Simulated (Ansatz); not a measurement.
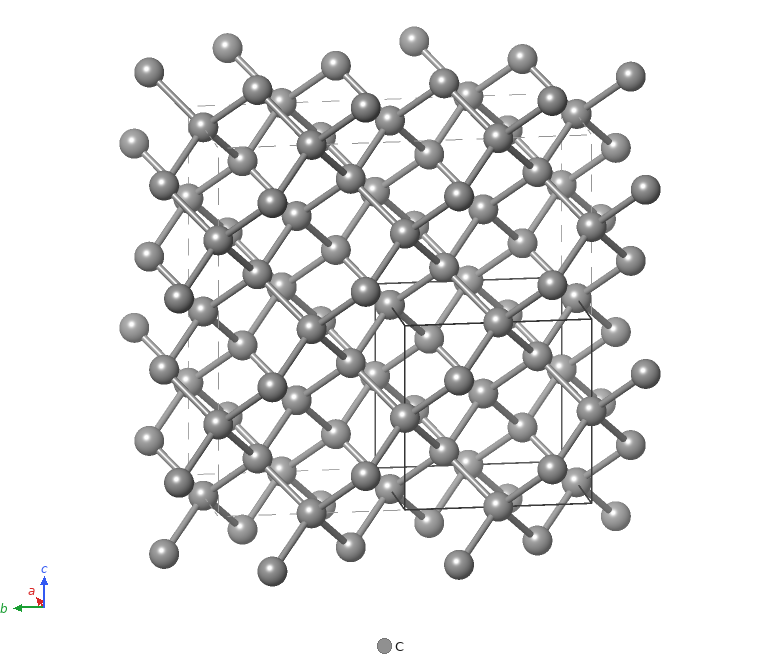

System C (space group Fd-3m, No. 227); source of the atomic positions: the input geometry of an electronic-structure calculation (not necessarily at equilibrium); the starting structure was generated, so it need not be a known form of this composition.

Bonds are taken as C–C below 1.7 Å; no other contact counts. The graph is simplified in the usual way: terminal and isolated atoms are pruned, two-connected atoms become edges.

What kind of net remains, and which atoms are its nodes?

A uninodal 4-connected, three-periodic net: C is a 4-connected node.

Name the underlying net.

It is the dia net, known from diamond, zinc blende and cristobalite.

Is the net interpenetrated?

It is a single net, without interpenetration.

Give the point symbol of each node (shortest cycle at each angle).

C: 6⁶.

Give the first four terms of the coordination sequence (nodes one, two, three … edges away).

C: 4, 12, 24, 42.

The simplified net, drawn on the atoms' positions. Nodes are coloured by element. Short stubs are edges that leave the cut-out.

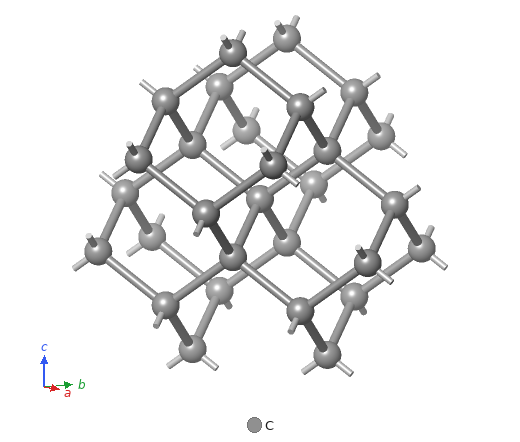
